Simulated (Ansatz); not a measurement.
# Li2MgGeS4 (stannite) (I-42m): band gap by G0W0 on PBEsol, part 2 of 3

Aim: the quasiparticle gap of Li2MgGeS4 (stannite) (I-42m), starting from PBEsol.

Ansatz 0.2.0; PBEsol, then G0W0 on it, plane waves, PAW. Known limits of the many-body steps: finite bands, screening cutoff and k mesh; no spin-orbit coupling in G0W0.

So far: The structure; Relaxing the structure. The relaxed cell has a = 5.436, c = 11.009 Å (conventional setting).

The structure was built from a prototype and need not be the compound's stable phase.

## Step 3: The PBEsol band structure

Level of this step: DFT, PBEsol, plane waves, PAW (Ansatz).

Levels along a band path and on the mesh show where this functional puts the band edges.

The input, input.yaml:

```yaml
crystal:
  lattice:
    - [-2.7180944902, 2.7180944902, 5.5042990216]
    - [2.7180944902, -2.7180944902, 5.5042990216]
    - [2.7180944902, 2.7180944902, -5.5042990216]
  atoms:
    - { symbol: Li, position: [0.75, 0.25, 0.5] }
    - { symbol: Li, position: [0.25, 0.75, 0.5] }
    - { symbol: Mg, position: [0.0, 0.0, 0.0] }
    - { symbol: Ge, position: [0.5, 0.5, 0.0] }
    - { symbol: S, position: [0.8533830743, 0.8533830743, 0.4617170967] }
    - { symbol: S, position: [0.1466169257, 0.6083340224, 0.0] }
    - { symbol: S, position: [0.6083340224, 0.1466169257, 0.0] }
    - { symbol: S, position: [0.3916659776, 0.3916659776, 0.5382829033] }
kpoints:
  mp_grid: { grid: [6, 6, 6] }
  band_path:
    path:
      - [[0.0, 0.0, 0.0], [0.0, 0.0, 0.5], [0.25, 0.25, 0.25], [0.0, 0.5, 0.0], [0.0, 0.0, 0.0], [0.5, 0.5, -0.5], [0.3125, 0.6875, -0.3125]]
      - [[-0.3125, 0.3125, 0.3125], [0.0, 0.0, 0.0]]
      - [[0.0, 0.0, 0.5], [-0.125, 0.125, 0.5]]
      - [[0.5, 0.5, -0.125], [0.5, 0.5, -0.5]]
    npoints: 10
hamiltonian:
  xc: pbesol
scf:
  occupations: { method: fermi_dirac, width: 0.02 }
  n_extra_bands: 6
output:
  eigenvalues: true
  forces: true
  stress: true
  write_density: true
  write_potential: true
  elf: true
  volumetric_format: npy
```

The run is started by

```console
> ansatz run input.yaml --threads 4 --pin off --max-ram 17510MiB --backend cpu --events-out ev --progress --plain --runs-dir out
```

Numbers of over 12 decimals in the logs are rounded to 6 here.

Log:

```text
[...]
Crystal: 8 atoms, lattice volume = 162.664 Å³
Basis set: ecut = 420 eV, 3171 PW (Γ), exchange–correlation on 90×90×90 points (8 copies of the dense FFT grid, shifted against one another)
Bands: 33, of which v1, the nominal top of the filled ones, is band 27 counted from 1 (26 counted from 0)
Symmetry: 8 space group operations
[...]
k-points: 30 of 216 (time reversal used)
[...]
SCF iter   1: F=—  HF=-10119.441473 eV  |F-HF|=—  |Δ(HF+E_count)|=         —  Δρ=3.48e-3  dr2=3.11e-2  ethr=1.77e-3  ⟨swp⟩=7.2  Hψ=4586  notcnv=0  defer=1
[...]
SCF iter   7: F=-10119.430175 eV  HF=-10119.430175 eV  |F-HF|=4.88e-8  |Δ(HF+E_count)|=   1.17e-6  Δρ=4.38e-6  dr2=3.23e-8  ethr=1.85e-10  ⟨swp⟩=13.6  Hψ=7608  notcnv=0
SCF 1 converged in 7 iterations: F = -10119.430175 eV  dr2 = 3.23e-8
[...]
NSCF: frozen V_eff on 94 k-points
SCF converged after 7 iterations
Free energy (F): -10119.430175 eV
[...]
Internal energy: -10119.430175 eV  (E = F + TS)
E sigma→0 (E₀):  -10119.430175 eV
Fermi energy:    4.629515 eV
[...]
--- Forces (eV/Å), atoms counted from 1 ---
  atom   1  Li    -0.00000000    -0.00000000     0.00000000
  atom   2  Li    -0.00000000     0.00000000     0.00000000
  atom   3  Mg    -0.00000000     0.00000000    -0.00000000
  atom   4  Ge     0.00000000     0.00000000     0.00000000
  atom   5  S      0.00125718     0.00125718    -0.00148819
  atom   6  S      0.00125718    -0.00125718     0.00148819
  atom   7  S     -0.00125718     0.00125718     0.00148819
  atom   8  S     -0.00125718    -0.00125718    -0.00148819
  max |Σ_I F_I| component: 7.37e-18 eV/Å
--- Stress (GPa, compression-positive) ---
       -0.005563       0.000000       0.000000
        0.000000      -0.005563       0.000000
        0.000000      -0.000000       0.020862
  P = ⅓ Tr σ = 0.0032 GPa (0.032 kbar)
--- Band table (eV; the first three rows and the last of 30) ---
  k-point 0: bands = [... 23 lower, 2.1824, 3.1106, 3.3105, 3.3105, 5.9110, 6.6083, 8.6706, 8.6706, ... 2 higher]
  k-point 1: bands = [... 23 lower, 2.5158, 2.6132, 2.9158, 3.3043, 6.2969, 7.3727, 8.4610, 8.7278, ... 2 higher]
  k-point 2: bands = [... 23 lower, 2.4330, 2.7915, 2.8985, 3.2674, 6.2696, 8.1117, 8.7106, 8.9771, ... 2 higher]
  k-point 29: bands = [... 23 lower, 2.4320, 2.4320, 2.8441, 2.8441, 6.1563, 6.9033, 6.9033, 7.5818, ... 2 higher]
```

It took 17 s on 4 threads of Arm Neoverse N1, shared host; peak memory 0.67 GiB.

Numbers from this step:

```
pressure             : 0.003245 GPa
filled bands         : 27
gap                  : 2.588 eV
valence top at       : X
conduction bottom at : Γ
least direct gap     : 2.594 eV
```

Over mesh and path the gap is 2.588 eV, from k = (0.000, 0.000, 0.500) to k = Γ. The least direct gap found is 2.594 eV, at k = (0.000, 0.000, 0.500).

Electronic bands along the path, in eV, zero at the top of the highest nominally filled band:

| point | band 24 | band 25 | band 26 | band 27 | band 28 | band 29 | band 30 | band 31 |
| --- | --- | --- | --- | --- | --- | --- | --- | --- |
| Γ | -1.14 | -0.21 | -0.01 | -0.01 | 2.59 | 3.29 | 5.35 | 5.35 |
| X | -0.77 | -0.29 | -0.21 | 0.00 | 2.59 | 4.57 | 5.61 | 5.76 |
| P | -0.57 | -0.57 | -0.21 | 0.00 | 2.74 | 4.43 | 5.74 | 5.74 |
| N | -0.84 | -0.72 | -0.54 | -0.48 | 3.62 | 4.85 | 5.28 | 5.74 |
| Γ | -1.14 | -0.21 | -0.01 | -0.01 | 2.59 | 3.29 | 5.35 | 5.35 |
| M | -0.89 | -0.89 | -0.48 | -0.48 | 2.83 | 3.58 | 3.58 | 4.26 |
| S | -0.88 | -0.84 | -0.55 | -0.32 | 3.38 | 4.29 | 4.98 | 5.65 |
| jump to S0 | -0.88 | -0.84 | -0.55 | -0.32 | 3.38 | 4.29 | 4.98 | 5.65 |
| Γ | -1.14 | -0.21 | -0.01 | -0.01 | 2.59 | 3.29 | 5.35 | 5.35 |
| jump to X | -0.77 | -0.29 | -0.21 | 0.00 | 2.59 | 4.57 | 5.61 | 5.76 |
| R | -0.80 | -0.39 | -0.39 | -0.10 | 2.84 | 4.86 | 5.25 | 5.61 |
| jump to G | -0.80 | -0.39 | -0.39 | -0.10 | 2.84 | 4.86 | 5.25 | 5.61 |
| M | -0.89 | -0.89 | -0.48 | -0.48 | 2.83 | 3.58 | 3.58 | 4.26 |

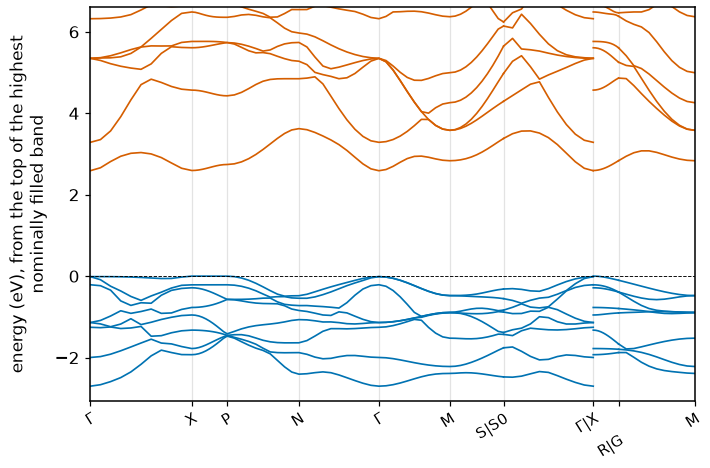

Electronic bands along the path; lines of filled and empty bands in two colours.

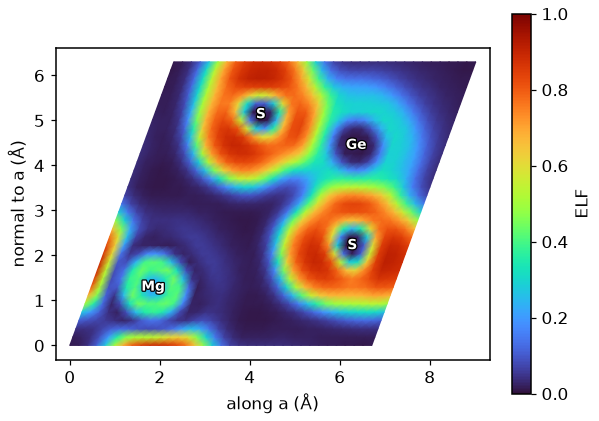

ELF in the ab plane of the cell as run, not the conventional one, at fractional z = 0.000, with atoms of Mg and Ge and S within 0.2 Å of it. It is the smooth field of the valence electrons, not physical close to the nuclei. The map starts off the cell's origin, so that atoms lie inside it.

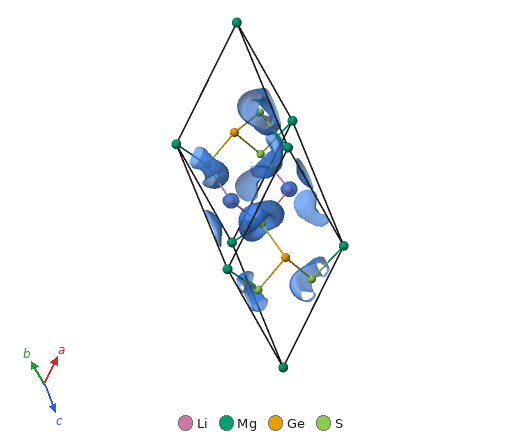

Surface of ELF = 0.85. Drawn on the cell as run, not the conventional one. Bonds to atoms that aren't drawn are left out.

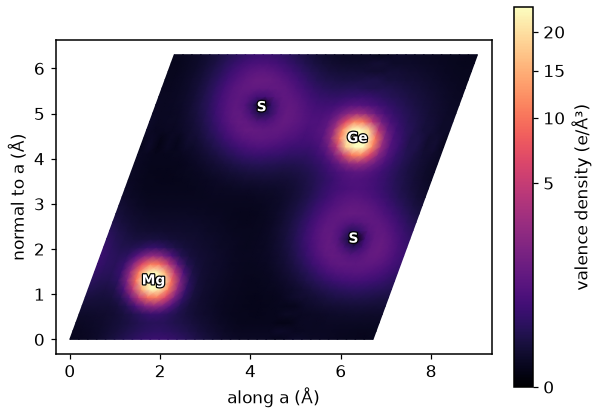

Valence density in the ab plane of the cell as run, not the conventional one, at fractional z = 0.000, with atoms of Mg and Ge and S within 0.2 Å of it. It is the smooth field of the valence electrons, not physical close to the nuclei. The map starts off the cell's origin, so that atoms lie inside it. The colour scale is stretched toward low values.

## Step 4: One-shot GW

G0W0 replaces the xc potential by a self-energy built once from the orbitals of the start. Levels are corrected in the window of bands that the input names, at points of the mesh.

This step: G0W0 on PBEsol, plane waves, PAW.

input.yaml, the sections that differ from step 3:

```yaml
kpoints:
  mp_grid: { grid: [4, 4, 4] }
scf:
  occupations: { method: fixed }
gw:
  n_empty_bands: 485
  ecut_chi: 120.0
  qp_bands: [v2, c2]
  qp_kpoints: band_edges
  screening: { model: contour_deformation }
# crystal, hamiltonian: as in step 3
# output: removed
```

Log:

```text
[...]
Crystal: 8 atoms, lattice volume = 162.664 Å³
Basis set: ecut = 420 eV, 3171 PW (Γ)
Bands: 35, of which v1, the nominal top of the filled ones, is band 27 counted from 1 (26 counted from 0)
Symmetry: 8 space group operations
[...]
k-points: 13 of 64 (time reversal used)
[...]
SCF iter   1: F=—  HF=-10119.441460 eV  |F-HF|=—  |Δ(HF+E_count)|=         —  Δρ=3.47e-3  dr2=3.10e-2  ethr=1.77e-3  ⟨swp⟩=5.0  Hψ=1682  notcnv=0  defer=71
[...]
SCF iter   7: F=-10119.429917 eV  HF=-10119.429917 eV  |F-HF|=4.99e-8  |Δ(HF+E_count)|=   1.24e-6  Δρ=4.29e-6  dr2=3.06e-8  ethr=1.85e-10  ⟨swp⟩=10.5  Hψ=2020  notcnv=0
SCF 1 converged in 7 iterations: F = -10119.429917 eV  dr2 = 3.06e-8
[...]
G₀W₀ screening: q 1/13
[... further progress lines ...]
[...]
SCF converged after 7 iterations
Free energy (F): -10119.429917 eV
[...]
Internal energy: -10119.429917 eV  (E = F + TS)
E sigma→0 (E₀):  -10119.429917 eV
Fermi energy:    3.322674 eV
[...]
--- Band table (eV; the first three rows and the last of 13) ---
  k-point 0: bands = [... 23 lower, 2.1825, 3.1107, 3.3106, 3.3106, 5.9111, 6.6084, 8.6706, 8.6706, ... 4 higher]
  k-point 1: bands = [... 23 lower, 2.4536, 2.6685, 2.7273, 3.2900, 6.3575, 8.0253, 8.4015, 8.9482, ... 4 higher]
  k-point 2: bands = [... 23 lower, 2.5527, 3.0364, 3.1084, 3.3227, 5.9164, 7.8906, 8.9310, 9.0856, ... 4 higher]
  k-point 12: bands = [... 23 lower, 2.4321, 2.4321, 2.8442, 2.8442, 6.1564, 6.9034, 6.9034, 7.5819, ... 4 higher]
--- G₀W₀: contour deformation, 6 samples at zero and on the imaginary axis and 2 off it, 64 q-points, 485 empty bands' worth ---
  eigenvalues of the whole cell's RPA ε∞ on this k-mesh (on a slab, of 1 + 4πα/V) = 4.3270, 4.3270, 4.3280; static W/v taken at q = 0 is 0.231091
  bands read: the sum over 512 bands ends inside a degenerate multiplet in 1 slot, whose members it reads at an even weight; the widest, k=8: bands 512 to 513 (counted from 1) at 1/2 each
  gw.qp_kpoints: band_edges: 13 of 13 stored k-points solved, in 1 pass; an edge of the gap read off the rows below is read off those points alone
    ik  band        ε_KS         Σx   Σc(E_QP)       V_xc       Z   E_QP_lin       E_QP  E_QP is
     0    26      3.3106   -18.2648     2.1047   -15.1779  0.7599     2.3134     2.3285  root
     0    27      3.3106   -18.2648     2.1047   -15.1779  0.7599     2.3134     2.3285  root
     0    28      5.9111    -9.1476    -3.6253   -13.4397  0.7938     6.5824     6.5778  root
     0    29      6.6084    -5.4889    -3.5871    -9.5502  0.8091     7.0850     7.0825  root
     1    26      2.7273   -17.7652     2.3988   -14.3116  0.7531     1.6520     1.6725  root
     1    27      3.2900   -18.2307     2.1896   -15.0397  0.7583     2.2724     2.2887  root
     1    28      6.3575    -9.2539    -3.7256   -13.7068  0.7884     7.0910     7.0848  root
     1    29      8.0253    -6.9247    -4.0038   -11.5689  0.7900     8.6721     8.6656  root
     2    26      3.1084   -18.1264     2.3694   -14.7234  0.7540     2.0557     2.0748  root
     2    27      3.3227   -18.0646     2.3109   -14.7181  0.7565     2.2690     2.2872  root
     2    28      5.9164    -9.1742    -3.5945   -13.4720  0.7917     6.6250     6.6197  root
     2    29      7.8906    -7.2406    -4.0782   -11.9946  0.7934     8.5731     8.5663  root
     3    26      3.0116   -17.9294     2.1764   -14.7531  0.7580     1.9950     2.0118  root
     3    27      3.1145   -18.0868     2.1438   -14.9525  0.7585     2.1081     2.1241  root
     3    28      6.5520    -9.9985    -3.7750   -14.5393  0.7830     7.3250     7.3178  root
     3    29      7.4376    -6.0038    -3.7767   -10.3025  0.8011     7.9631     7.9596  root
     4    26      2.8880   -17.8947     2.3651   -14.4952  0.7535     1.8338     1.8535  root
     4    27      3.0819   -17.8645     2.3401   -14.4818  0.7553     2.0202     2.0393  root
     4    28      6.4292    -9.7798    -3.7351   -14.2744  0.7848     7.1956     7.1887  root
     4    29      8.1450    -7.0564    -4.0207   -11.6976  0.7911     8.7715     8.7655  root
     5    26      2.7795   -17.6905     2.3319   -14.3237  0.7542     1.7252     1.7446  root
     5    27      2.8415   -17.7974     2.3108   -14.4549  0.7550     1.7906     1.8097  root
     5    28      6.9444   -10.3245    -3.9587   -15.1383  0.7767     7.8098     7.7994  root
     5    29      8.1702    -7.0030    -4.0117   -11.6413  0.7898     8.8031     8.7968  root
     6    26      2.9652   -18.0142     2.1761   -14.8395  0.7577     1.9499     1.9666  root
     6    27      3.1822   -18.0661     2.2540   -14.7954  0.7568     2.1481     2.1656  root
     6    28      6.3032    -9.1430    -3.6963   -13.5677  0.7890     7.0378     7.0316  root
     6    29      7.8851    -6.4084    -3.8945   -10.8869  0.7980     8.4736     8.4689  root
     7    26      3.1094   -18.1315     2.3698   -14.7281  0.7540     2.0567     2.0758  root
     7    27      3.3214   -18.0583     2.3104   -14.7123  0.7565     2.2679     2.2860  root
     7    28      6.0639    -9.6573    -3.5902   -13.9540  0.7882     6.7758     6.7704  root
     7    29      7.7505    -6.9669    -4.0085   -11.6223  0.7968     8.4032     8.3973  root
     8    26      3.0888   -17.9541     2.1825   -14.7727  0.7578     2.0733     2.0900  root
     8    27      3.0888   -17.9541     2.1825   -14.7727  0.7578     2.0733     2.0900  root
     8    28      6.2629    -9.7275    -3.6764   -14.1451  0.7853     7.0105     7.0041  root
     8    29      7.0175    -6.1005    -3.6585   -10.2628  0.8042     7.5243     7.5213  root
     9    26      2.7941   -17.5698     2.3301   -14.2092  0.7540     1.7442     1.7636  root
     9    27      3.0482   -17.9915     2.2130   -14.7710  0.7573     2.0236     2.0408  root
     9    28      6.4566    -9.1606    -3.7243   -13.6371  0.7866     7.2156     7.2088  root
     9    29      7.4464    -6.2691    -3.7645   -10.5886  0.8002     8.0052     8.0014  root
    10    26      2.6565   -17.8119     2.3345   -14.4503  0.7536     1.6101     1.6295  root
    10    27      2.9969   -17.9510     2.2987   -14.6198  0.7559     1.9459     1.9644  root
    10    28      6.8843   -10.0052    -3.9499   -14.8059  0.7789     7.7452     7.7352  root
    10    29      7.8970    -6.6061    -3.8813   -11.0603  0.7962     8.4744     8.4699  root
    11    26      2.7729   -17.5715     2.2845   -14.2650  0.7548     1.7321     1.7509  root
    11    27      3.0596   -17.8710     2.3424   -14.4919  0.7547     2.0039     2.0230  root
    11    28      6.4038    -9.4757    -3.6996   -13.9163  0.7861     7.1513     7.1447  root
    11    29      7.7396    -6.4719    -3.8791   -10.9333  0.7973     8.3264     8.3218  root
    12    26      2.8442   -17.6285     2.3215   -14.2794  0.7540     1.7971     1.8166  root
    12    27      2.8442   -17.6285     2.3215   -14.2794  0.7540     1.7971     1.8166  root
    12    28      6.1564    -9.0594    -3.6354   -13.4417  0.7882     6.9096     6.9033  root
    12    29      6.9034    -5.4225    -3.5359    -9.4173  0.8090     7.3645     7.3622  root
```

Run time: 19 min. Hardware: 4 threads; peak memory 3.5 GiB.

This step gave:

```
bands summed                                    : 512
RPA ε∞ on this mesh (eigenvalues)               : 4.327, 4.327, 4.328
plane waves in the screening matrix             : 461
q-points in the mesh                            : 64
G0W0 gap over the corrected points              : 4.249 eV
k of the valence top                            : 0, 0, 0
k of the conduction bottom                      : 0, 0, 0
starting gap on the mesh                        : 2.588 eV
Z at the valence top                            : 0.7599
Z at the conduction bottom                      : 0.7938
least direct G0W0 gap over the corrected points : 4.249 eV
```

Over all 13 irreducible mesh points the G0W0 gap is 4.249 eV, direct, at k = Γ. The PBEsol gap of this run on the mesh is 2.588 eV. Other states bound it: the two that bound the G0W0 gap lie 2.601 eV apart in PBEsol, so state for state the correction is 4.249 − 2.601 = +1.648 eV, while gap against gap it is 4.249 − 2.588 = +1.661 eV. The start of this run differs from the step before in mesh (6×6×6 and 4×4×4).

Labels follow the order of the start: v1 is the top filled band, c1 the lowest empty one; levels that stay degenerate share a row, the window can cut a multiplet, doubted levels are not marked in this list, bands outside the window were not corrected, and the list may be a part of the corrected levels. Levels before and after the correction, in eV, zero at the valence-band top of each column:

|  | conduction bottom | valence top |
| --- | --- | --- |
| Kohn-Sham | 2.59 | 0.00 |
| G0W0 | 4.25 | 0.00 |

|  | level | occupation | energy (eV) |
| --- | --- | --- | --- |
| Kohn-Sham | Γ v2-v1 | 2 | -0.012 |
| Kohn-Sham | Γ c1 | 0 | 2.588 |
| Kohn-Sham | Γ c2 | 0 | 3.286 |
| G0W0 | Γ v2-v1 | 2 | 0.000 |
| G0W0 | Γ c1 | 0 | 4.249 |
| G0W0 | Γ c2 | 0 | 4.754 |

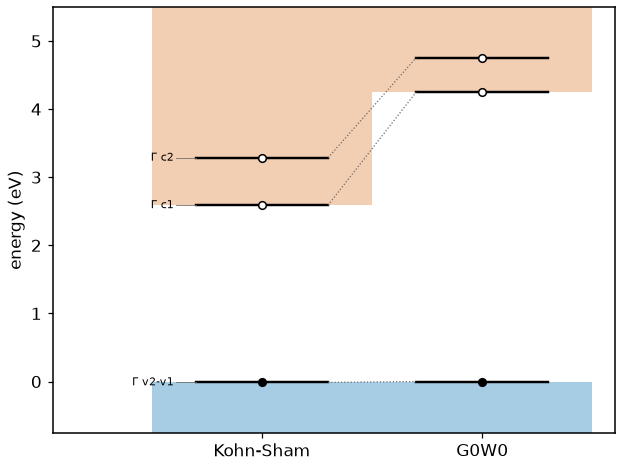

Levels before and after the correction. Shaded: valence and conduction bands. Filled marks are occupied levels, open marks empty ones.

The parts of the quasiparticle energy for the two states that bound the G0W0 gap, in eV on the run's own scale (QP = start + Σx + Σc − Vxc, with Σc at the quasiparticle energy):

| edge | k | band | start | Σx | Σc | Vxc | Z | QP |
| --- | --- | --- | --- | --- | --- | --- | --- | --- |
| valence top | Γ | 26 | 3.311 | −18.265 | 2.105 | −15.178 | 0.760 | 2.329 |
| conduction bottom | Γ | 28 | 5.911 | −9.148 | −3.625 | −13.440 | 0.794 | 6.578 |

[end of part 2 of 3]

[Paths, hosts, dates, memory and timing lines, banners, echoed tables and standing remarks are left out of the program output.]

[Logs are printed without paths, hosts, clocks, repeated set-up lines and the standing remarks that a program may print on its own settings, such as how far it seeks lower states.]

[Runs of the session that timed out or met a known fault of the program may be left out.]

[Cells called generated may have been cut or substituted from an entry of the Crystallography Open Database or the Materials Project.]

[Hosts, paths, dates, database ids (printed as entryN), source tags and the programs' standing remarks are cut or masked in the printed files.]

[Where an RPA ε∞ is given, it is that of the G0W0 mesh and is not shown converged in it. Names of k-points follow the symmetry that the program found, which can be lower than the space group named. Band edges on a path are those of the sampled points; other points can move an edge, and change direct to indirect where valleys lie close.]

[Hybrid gaps are those of their k-mesh and are not shown converged in it.]
